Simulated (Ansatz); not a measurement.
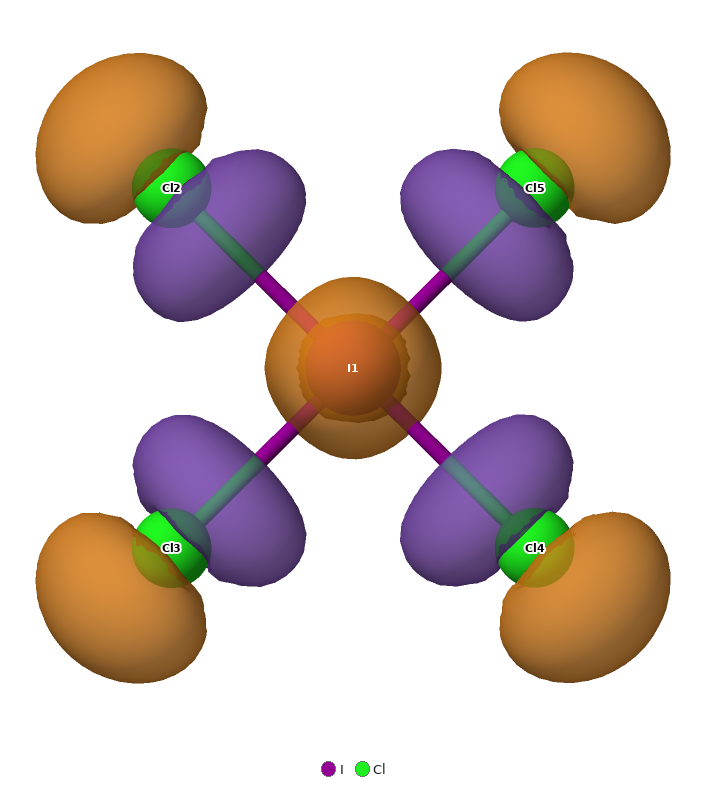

Cl₄I (doublet). One frontier orbital at ±0.1 Å⁻³ᐟ² (orange and purple are the two phases), seen across its widest extent.

Geometry: PBE-D4/def2-SVPD; core potentials replace the inner electrons of I.

Theory: UKS PBE0-D4/def2-TZVPD in Ansatz 0.2.0.

The calculation's input:

```
crystal:
  periodic: [false, false, false]
  atoms:
    - {symbol: I, position_ang: [-0.000003, 0.000001, 0.000006]}
    - {symbol: Cl, position_ang: [2.501017, -0.026893, 0.003472]}
    - {symbol: Cl, position_ang: [0.026939, 2.501009, 0.008217]}
    - {symbol: Cl, position_ang: [-2.501023, 0.026890, -0.003473]}
    - {symbol: Cl, position_ang: [-0.026939, -2.501008, -0.008221]}
basis:
  gaussian: {orbitals: def2-TZVPD, initial_orbitals: start.molden}
magnetization: {spin_polarized: true, initial_magnetization: 1}
hamiltonian: {xc: pbe0, dispersion: d4}
scf: {omitted_lower_state_checks: [starts]}
output: {orbitals: {seedname: orbitals}}
```

Launched as:

```sh
ansatz run in.yaml --threads 4 --pin off --events-out ev --progress --plain --max-ram 3916MiB
```

### Which orbital is it: HOMO (β) or LUMO (β)?

The HOMO (β), at −9.02 eV. It lies mainly on Cl2 (about 20 %), Cl3 (about 20 %), Cl4 (about 20 %), Cl5 (about 20 %) and I1 (about 15 %); it is symmetric in the molecular plane (an in-plane orbital: σ, lone-pair or in-plane π type); it is gerade (even under inversion).
